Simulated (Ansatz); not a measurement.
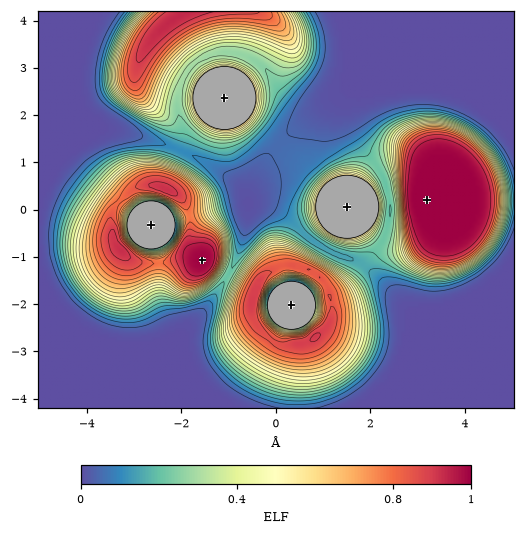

The electron localisation function on a plane through atoms (crosses mark nuclei in the plane; grey discs cover the cores).

All numbers below come from Ansatz, isolated molecule in a Gaussian basis; Kohn-Sham density functional theory, functional PBE0.

Candidates:
A. ClH3HfSe3
B. Cl2F2H2In2
C. CH3CuF3P

### Which candidate gave the map?

Candidate B: Cl2F2H2In2 on the plane of atoms Cl2, In5 and H8, which holds Cl, In and H. In–Cl (2.40 Å): the ELF peaks at about 0.85 in the valence shell of Cl, 0.8 Å from its nucleus, and drops to about 0.15 between the two atoms. Cl–H (1.32 Å): the ELF climbs to about 1 towards the hydrogen, as it does in any bond to H; a covalent bond by its length.
